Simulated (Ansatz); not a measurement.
MoAs$_{4}$Pd$_{3}$

Input

```
crystal:
  lattice:
    - [5.891963629, -0.0444603786, 0.1064967889]
    - [-0.0264683029, 3.4914872502, 0.0207179398]
    - [0.0952060403, 0.0380445967, 6.3532954785]
  atoms:
    - { symbol: Mo, position: [0.5250620008, 0.5058688652, 0.7097668201] }
    - { symbol: As, position: [0.6567085508, 0.4692647231, 0.0758281611] }
    - { symbol: As, position: [0.1846519804, 0.547913598, 0.4072085919] }
    - { symbol: As, position: [0.3487599443, 0.0131690008, 0.9199871767] }
    - { symbol: As, position: [0.8071885037, -0.0177016848, 0.5768049999] }
    - { symbol: Pd, position: [-0.0010993357, 0.4892134289, 0.8150216654] }
    - { symbol: Pd, position: [0.4726487013, 0.0363614375, 0.2946543535] }
    - { symbol: Pd, position: [0.9637538775, 0.0138061731, 0.1840187071] }
kpoints:
  mp_grid: { grid: [4, 6, 4] }
hamiltonian:
  xc: pbesol
scf:
  occupations: { method: fermi_dirac, width: 0.05 }
relax:
  f_tol: 0.01
  cell: {}
  max_steps: 120
output:
  write_density: true
  write_potential: true
  elf: true
  volumetric_format: npy
```

Run with:

```sh
ansatz run input.yaml --threads 4 --pin off --max-ram 4608MiB --backend cpu --events-out ev --progress --plain --runs-dir out
```

Below, planes, directions and counts refer to the conventional cell (a = 5.87 Å, b = 3.49 Å, c = 6.39 Å, α = 90.00°, β = 90.02°, γ = 90.00°).

The fields are those of the run's last geometry, not of the input's.

Space group Pm; a structure from a database of computed crystals, not necessarily the ambient phase; started from the TiP4W3-6 prototype, which need not be the ambient phase; changed on purpose from its base cell (shaken); computed without spin polarisation.

These are results of Ansatz 0.2.0, DFT, PBEsol, plane waves, PAW, not measurements.

**What will maps of the valence pseudo-density and electron localisation function show?**

Mo–As (2.45 Å): ρ at the midpoint is about 0.57 e/Å³; the ELF is about 0.40 at the midpoint.
As–Pd (2.53 Å): ρ is about 0.44 e/Å³ halfway; the ELF is about 0.35 at the midpoint.
Mo–As (2.66 Å): ρ is about 0.4 e/Å³ halfway; the ELF is about 0.45 at the midpoint.

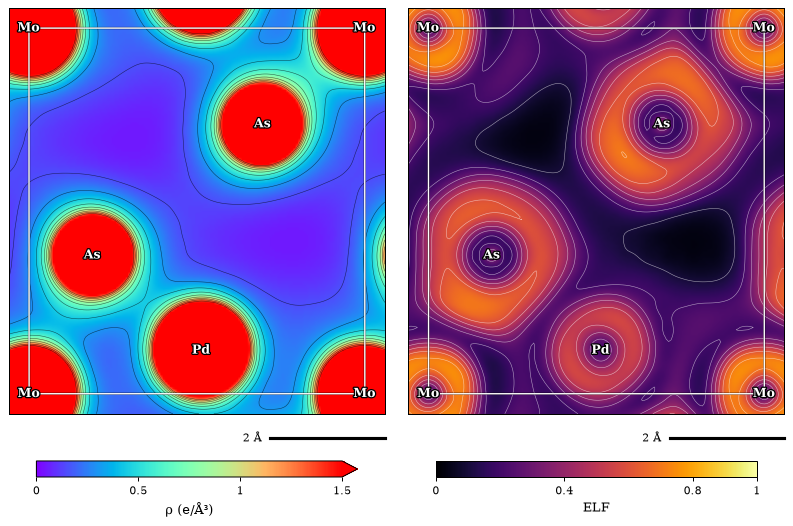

Computed valence pseudo-density and electron localisation function on the (010) plane of the conventional cell, in this order. 

In a PAW calculation such maps are meaningful between the atoms, not at the nuclei.
